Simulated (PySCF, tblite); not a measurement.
**C₃H₉NO₂Si₂− (doublet): geometry, infrared bands and EPR parameters**

Aim: predict the infrared bands and EPR parameters of C₃H₉NO₂Si₂− (doublet) (`N[C]([O-])[Si@@H]1CC[SiH2]O1`).

Computed with tblite 0.8.0 and PySCF 2.14.0, with density-fitted response routines of our own, on a single molecule in the gas phase. Atoms count from 0, in the outputs and in this text.

**1. The starting structure**

17 atoms, charge -1, multiplicity 2; geometry from: force field or distance geometry start.

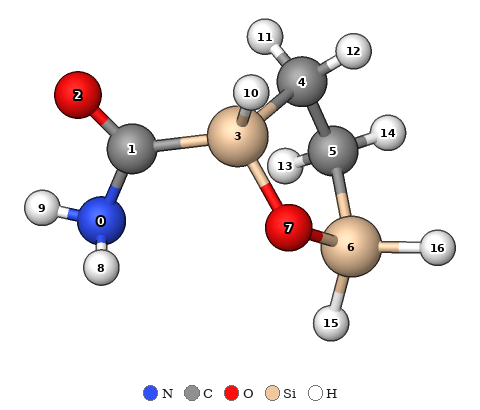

As it starts; nitrogen blue, carbon grey, oxygen red, silicon light orange, hydrogen white, atoms numbered.

**2. Relaxing the molecule with GFN2-xTB**

Job settings and geometry (Å):

```
{"job": {"kind": "relax", "xc": "GFN2-xTB", "basis": "xTB"}, "charge": -1, "multiplicity": 2}
N      2.211400     1.148800    -0.808000
C      2.004500     0.334200     0.369300
O      3.066700    -0.204000     0.798600
Si     0.387900     0.126000     1.213600
C     -0.523200    -1.479300     0.477100
C     -1.308600    -0.997100    -0.787300
Si    -1.878000     0.813000    -0.462400
O     -0.744500     1.316400     0.716000
H      2.085000     2.122100    -0.542100
H      3.193600     1.047100    -1.001800
H      0.388800     0.047000     2.709200
H      0.197900    -2.266100     0.236300
H     -1.217000    -1.832100     1.253300
H     -0.630700    -0.981900    -1.655800
H     -2.149600    -1.648300    -1.006200
H     -1.853400     1.658500    -1.666600
H     -3.237700     0.807700     0.146900
```

Launch:

```
OMP_NUM_THREADS=1 python probes_run.py task.json out
```

The driver reads the jobs from task.json and runs them one after another.

The program printed:

```text
step      E/eV     max force
  0    -700.35242    2.136
  1    -700.50427    1.338
  2    -700.56926    1.721
  3    -700.60972    0.434
  4    -700.64105    0.355
  5    -700.66482    0.387
  6    -700.67520    0.304
  7    -700.69352    0.214
  8    -700.70458    0.240
  9    -700.71278    0.197
 10    -700.71738    0.204
 11    -700.72247    0.201
 12    -700.72815    0.241
 13    -700.73420    0.237
 14    -700.74026    0.197
 15    -700.74684    0.174
 16    -700.75407    0.176
 17    -700.76139    0.283
 18    -700.76873    0.325
 19    -700.77639    0.252
 20    -700.78362    0.220
 21    -700.79037    0.209
 22    -700.79725    0.246
 23    -700.80614    0.320
 24    -700.81731    0.291
 25    -700.82871    0.257
 26    -700.83332    0.502
 27    -700.84208    0.247
 28    -700.84690    0.182
 29    -700.85743    0.226
 30    -700.86122    0.123
 31    -700.86427    0.093
 32    -700.86574    0.092
 33    -700.86673    0.082
 34    -700.86813    0.096
 35    -700.86931    0.103
 36    -700.87029    0.071
 37    -700.87108    0.084
 38    -700.87190    0.081
 39    -700.87282    0.101
 40    -700.87396    0.118
 41    -700.87519    0.098
 42    -700.87624    0.065
 43    -700.87679    0.054
 44    -700.87728    0.060
 45    -700.87780    0.071
 46    -700.87855    0.080
 47    -700.87930    0.064
 48    -700.87992    0.064
 49    -700.88041    0.061
 50    -700.88088    0.054
 51    -700.88143    0.073
 52    -700.88199    0.058
 53    -700.88239    0.050
 54    -700.88261    0.054
 55    -700.88277    0.045
 56    -700.88295    0.037
 57    -700.88315    0.029
 58    -700.88334    0.029
 59    -700.88350    0.028
 60    -700.88364    0.027
 61    -700.88382    0.038
 62    -700.88409    0.051
 63    -700.88445    0.064
 64    -700.88481    0.051
 65    -700.88503    0.023
 66    -700.88511    0.018
 67    -700.88516    0.018
 68    -700.88522    0.021
 69    -700.88531    0.022
 70    -700.88539    0.025
 71    -700.88545    0.023
 72    -700.88548    0.013
 73    -700.88551    0.011
 74    -700.88553    0.009
```

It took 0.75 s on 1 thread of Arm Neoverse V1, shared host.

Relaxation path: (not every step is listed)

| step | energy from step 0 (eV) | largest force (eV/Å) |
| --- | --- | --- |
| 0 | 0.0000 | 2.1356 |
| 1 | -0.1518 | 1.3380 |
| 2 | -0.2168 | 1.7213 |
| 3 | -0.2573 | 0.4342 |
| 4 | -0.2886 | 0.3555 |
| 5 | -0.3124 | 0.3869 |
| 6 | -0.3228 | 0.3039 |
| 7 | -0.3411 | 0.2136 |
| 8 | -0.3522 | 0.2400 |
| 14 | -0.3878 | 0.1970 |
| 20 | -0.4312 | 0.2202 |
| 26 | -0.4809 | 0.5024 |
| 32 | -0.5133 | 0.0923 |
| 38 | -0.5195 | 0.0808 |
| 44 | -0.5249 | 0.0599 |
| 50 | -0.5285 | 0.0535 |
| 56 | -0.5305 | 0.0373 |
| 62 | -0.5317 | 0.0508 |
| 68 | -0.5328 | 0.0208 |
| 69 | -0.5329 | 0.0218 |
| 70 | -0.5330 | 0.0247 |
| 71 | -0.5330 | 0.0226 |
| 72 | -0.5331 | 0.0131 |
| 73 | -0.5331 | 0.0108 |
| 74 | -0.5331 | 0.0090 |

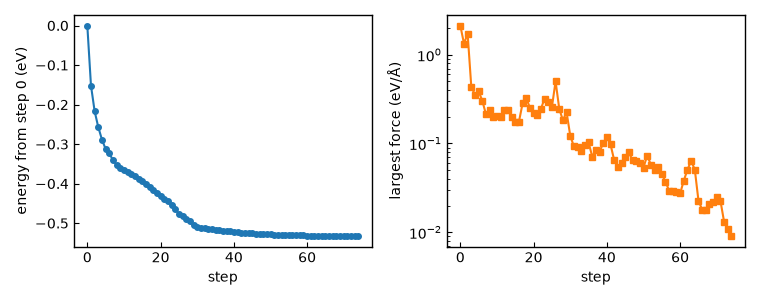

Energy and force, step by step.

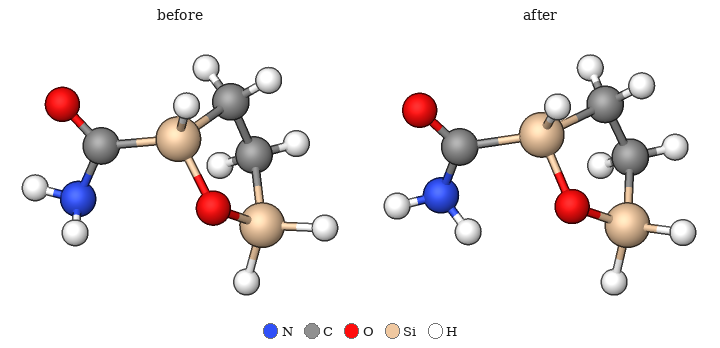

The geometry before (left) and after (right).

Close pairs (by a distance rule), those that changed most:

```csv
bond,before (Å),after (Å),change (Å)
Si6–O7,1.711,1.597,-0.114
C4–C5,1.565,1.527,-0.038
C5–Si6,1.925,1.901,-0.025
Si3–C4,1.987,1.968,-0.020
Si3–H10,1.498,1.479,-0.018
Si6–H16,1.490,1.473,-0.017
C5–H14,1.086,1.095,+0.009
Si3–O7,1.717,1.725,+0.009
```

The next job starts from the end point, and lists it.

**3. Harmonic vibrations with GFN2-xTB**

Job settings and geometry (Å):

```
{"job": {"kind": "ir", "xc": "GFN2-xTB", "basis": "xTB"}, "charge": -1, "multiplicity": 2}
N      2.388750     1.096203    -0.729073
C      2.248808     0.485085     0.572147
O      3.307052     0.170010     1.189725
Si     0.560327    -0.084801     1.021048
C     -0.624623    -1.530789     0.407434
C     -1.449336    -1.025779    -0.774019
Si    -1.770086     0.813905    -0.420783
O     -0.489027     1.166776     0.465071
H      1.603771     1.708227    -0.917696
H      3.267624     1.600940    -0.781232
H      0.367616    -0.097324     2.487835
H     -0.100252    -2.455541     0.146217
H     -1.307366    -1.783953     1.226605
H     -0.855524    -1.114875    -1.687765
H     -2.352876    -1.625360    -0.927691
H     -1.797152     1.642850    -1.636517
H     -3.004704     1.046455     0.348783
```

The program printed:

```text
mode    cm-1     km/mol
  1      45.0      1.66
  2      60.4      4.25
  3      91.3      2.73
  4     148.4      0.56
  5     169.1     10.64
  6     275.7      5.23
  7     284.4     25.12
  8     357.6     14.54
  9     384.2     17.46
 10     406.0      7.92
 11     432.7     17.21
 12     493.3     24.09
 13     505.7     64.45
 14     552.0     73.91
 15     577.1     68.45
 16     585.6     52.95
 17     679.5     11.04
 18     695.4     42.43
 19     708.6    223.72
 20     746.4    182.67
 21     789.7    264.16
 22     815.8    241.74
 23     823.2    141.42
 24     847.2     66.87
 25     960.8    113.80
 26    1036.7     69.22
 27    1051.9     24.50
 28    1055.6     13.16
 29    1125.6      5.58
 30    1162.5     91.28
 31    1269.4      0.07
 32    1280.2      1.92
 33    1493.5    268.75
 34    1498.2     17.57
 35    1513.8    155.38
 36    1516.9    303.27
 37    2074.5    401.71
 38    2127.4    711.85
 39    2176.0    271.81
 40    2889.6     59.11
 41    2904.6    183.65
 42    2925.1    112.43
 43    2948.0     76.69
 44    3353.4     43.93
 45    3415.3     10.78
```

Wall time 0.81 s (1 thread of Arm Neoverse V1, shared host).

The strongest bands and the atoms that carry them (share of the mass-weighted mode):

```
cm⁻¹  km/mol                                   atoms
 709   223.7  H16 16 %, H10 15 %, H11 13 %, H15 12 %
 790   264.2   C5 22 %, H14 17 %, H10 15 %, Si6 11 %
 816   241.7             H16 19 %, H9 12 %, H15 12 %
1494   268.8      H8 35 %, C1 23 %, H9 20 %, O2 11 %
1517   303.3     C1 26 %, H9 14 %, O2 13 %, H11 11 %
2074   401.7                                H10 96 %
2127   711.9                      H16 56 %, H15 40 %
2176   271.8                      H15 57 %, H16 41 %
```

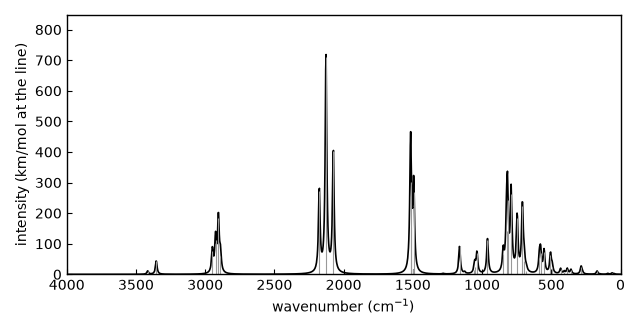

The infrared spectrum from these modes, unscaled. Lines are broadened to a width of 14 cm⁻¹ (Lorentzian).

**4. g tensor and hyperfine couplings: B3LYP/pcH-1**

The job, as its differences from that of step 3:

```diff
@@ -1,2 +1,2 @@
-{"job": {"kind": "ir", "xc": "GFN2-xTB", "basis": "xTB"}, "charge": -1, "multiplicity": 2}
+{"job": {"kind": "epr", "basis": "pcH-1"}, "charge": -1, "multiplicity": 2}
 N      2.388750     1.096203    -0.729073
```

With the program's defaults for keys left out, this is: UKS B3LYP, pcH-1 on C H N O Si, non-relativistic, mean-field spin-orbit, GIAO.

The program printed:

```text
UKS, coarse grid
  cycle   1  E = -903.70223425  |g| = 9.33e-01
  cycle   2  E = -899.72613225  |g| = 2.35e+00
  cycle   3  E = -903.77605865  |g| = 7.27e-01
  cycle   4  E = -904.02101711  |g| = 1.68e-01
  cycle   5  E = -904.03944774  |g| = 8.86e-02
  cycle   6  E = -904.04198938  |g| = 4.83e-02
  cycle   7  E = -904.04299275  |g| = 1.30e-02
  cycle   8  E = -904.04310209  |g| = 5.08e-03
  cycle   9  E = -904.04313301  |g| = 2.72e-03
  cycle  10  E = -904.04313943  |g| = 1.31e-03
  cycle  11  E = -904.04314025  |g| = 3.01e-04
UKS, final grid
  cycle   1  E = -904.04321432  |g| = 3.88e-04
  cycle   2  E = -904.04321422  |g| = 6.55e-04
  cycle   3  E = -904.04321439  |g| = 7.06e-05
  cycle   4  E = -904.04321439  |g| = 2.39e-05
E = -904.04321439 Eh   <S^2> = 0.7531 (exact 0.7500)
g shifts (ppm)      1          2          3
  rmc          -197       -197       -197
  gc             18         27         23
  oz_so        -191       1306       2730
  total        -371       1136       2556
hyperfine (MHz)  atom isotope    a_iso     a_fc   dipolar eigenvalues
    0   14N       0.99       1.00     -4.04     -3.93      7.98
    1   13C      47.76      47.83    -28.71    -24.30     53.01
    2   17O     -22.98     -22.95    -85.41     41.79     43.62
    3  29Si     -40.37     -40.80    -45.39     20.92     24.47
    4   13C     121.19     121.20     -6.25     -4.90     11.15
    5   13C       0.08       0.07     -0.98     -0.59      1.57
    6  29Si      -4.81      -4.84     -2.45      0.98      1.48
    7   17O     -37.82     -37.81     -3.30      1.39      1.91
    8    1H      10.60      10.60     -5.12     -2.64      7.76
    9    1H      -0.21      -0.22     -5.06     -1.91      6.98
   10    1H     -13.63     -13.64     -5.34     -0.35      5.69
   11    1H       2.46       2.47     -4.67     -2.48      7.15
   12    1H       4.80       4.80     -3.80     -2.35      6.15
   13    1H      -0.65      -0.66     -1.69     -0.70      2.39
   14    1H       6.16       6.16     -1.34     -0.32      1.66
   15    1H       0.10       0.10     -0.71     -0.62      1.33
   16    1H      -0.51      -0.51     -0.78     -0.48      1.25
```

Run time: 2.7 min. Hardware: 1 thread of Arm Neoverse V1, shared host; peak memory 1.1 GiB.

Principal g values 2.00195, 2.00346, 2.00488; g(iso) = 2.00343, against 2.00232 for a free electron.

Hyperfine couplings; where a row names several nuclei, a(iso) is their mean (it holds for fast rotation or exchange) and the dipolar term the largest among them:

| nuclei | isotope | a(iso) (MHz) | a(iso) (G, at g = 2.0023) | largest dipolar term (MHz) |
| --- | --- | --- | --- | --- |
| C4 | 13C | 121.2 | 43.2 | 11.1 |
| C1 | 13C | 47.8 | 17.0 | 53.0 |
| Si3 | 29Si | -40.4 | -14.4 | -45.4 |
| O7 | 17O | -37.8 | -13.5 | -3.3 |
| O2 | 17O | -23.0 | -8.2 | -85.4 |
| H10 | 1H | -13.6 | -4.9 | 5.7 |
| H14 | 1H | 6.2 | 2.2 | 1.7 |
| H8, H9 | 1H | 5.2 | 1.9 | 7.8 |
| Si6 | 29Si | -4.8 | -1.7 | -2.5 |
| H12 | 1H | 4.8 | 1.7 | 6.2 |
| H11 | 1H | 2.5 | 0.9 | 7.2 |
| N0 | 14N | 1.0 | 0.4 | 8.0 |
| H13 | 1H | -0.7 | -0.2 | 2.4 |
| H16 | 1H | -0.5 | -0.2 | 1.3 |

Mulliken spin populations:

N0 0.04; C1 0.31; O2 0.23; Si3 0.39; C4 0.03; C5 0.00; Si6 0.01; O7 0.00; H8 0.00; H9 0.00; H10 -0.02; H11 -0.01; H12 0.02; H13 0.00; H14 0.00; H15 0.00; H16 0.00

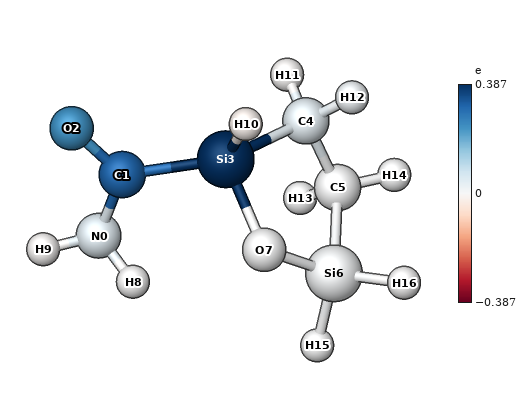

Mulliken spin populations, as colours on the atoms.

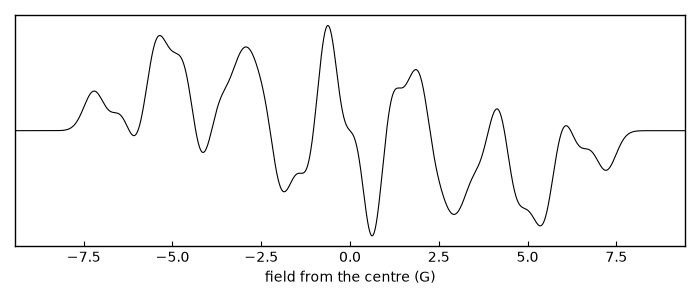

First-order isotropic spectrum (first derivative, main isotopes with spin only, couplings over 0.8 MHz, Gaussian width 0.3 G; couplings of the frozen geometry, rotation of groups not averaged beyond the rows shown).

The fields below are evaluated on a grid from the run's orbitals.

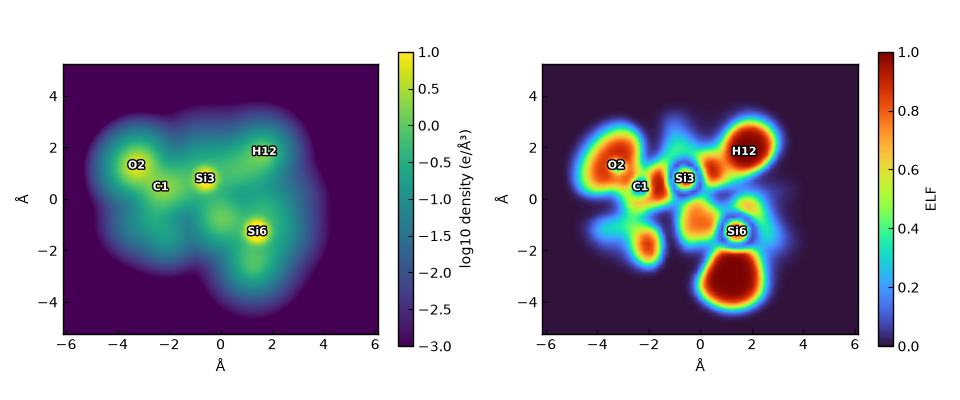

Density (left) and ELF (right) in a plane through or near 5 of the atoms.

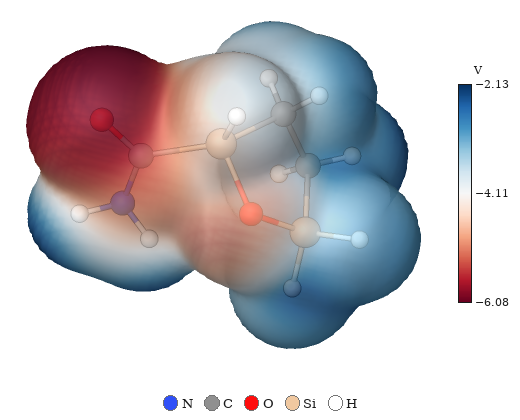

Electrostatic potential on the surface of density 0.002 e/bohr³; red is low, blue high. It runs from -6.08 V near O2 to -2.13 V near H15.

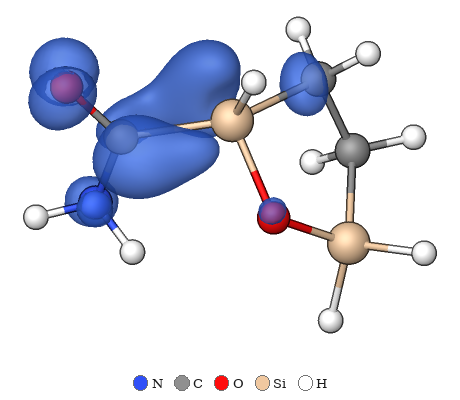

Spin density at ±0.04 e/Å³ (alpha excess blue, beta excess red).

**5. Summary of results**

| quantity | value |
| --- | --- |
| strongest single infrared mode (GFN2-xTB) | 2127 cm⁻¹, 712 km/mol |
| zero-point energy (GFN2-xTB) | 73.3 kcal/mol |
| g(iso) (B3LYP) | 2.00343 |
| ⟨S²⟩ | 0.753 (exact 0.75) |
| largest a(iso) (averaged by class) | 13C on C4, 121.2 MHz |

Over 74 steps the energy fell by 0.533 eV; of the close pairs, Si6–O7 changed most, 1.711 to 1.597 Å. No mode is imaginary among the 45: a minimum at this level. The strongest single mode, at 2127 cm⁻¹, moves mainly H16 and H15. Unscaled tight-binding wavenumbers are off by several per cent, some by more. Its intensities can rank the bands wrongly. The largest spin populations lie on Si3 (0.39 e), C1 (0.31 e). The isotropic g lies 1.1 ppt above the free-electron value. The records flag this anion as possibly unbound in the gas phase, so the basis may hold the extra electron. These values are for one conformer; the search (at its own cheap level) found 2 more, at 0.01, 0.75 kcal/mol (those within 0.05 may be mirror or relabelled copies), and measured spectra average over such forms.
